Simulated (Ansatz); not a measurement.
Consider PbTe in the rock salt structure (space group Fm-3m, No. 225; a = 6.535 Å).

Now apply this change: a hydrostatic pressure of 0.3 GPa.

Method: Ansatz (a first-principles code) r2SCAN, no spin-orbit coupling, earlier PAW set.

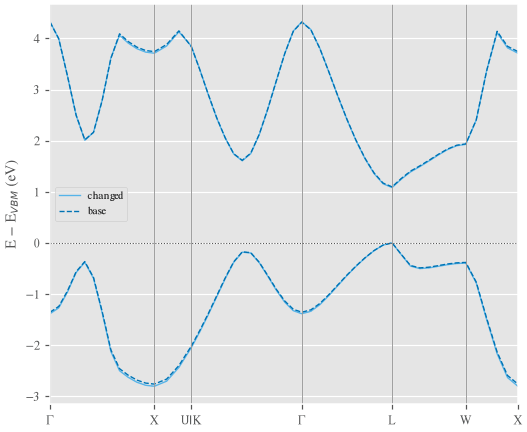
Highest valence and lowest conduction band along the path, each from its own valence-band maximum

Task: Read the changed gap and its character from the plot.

Result: About 1.1 eV, direct at L.

Spin-orbit coupling, missing from the scalar runs, can matter with Pb and Te. Load acts through the strain it causes; cell and atoms are relaxed under it. No phonon test of stability was made.
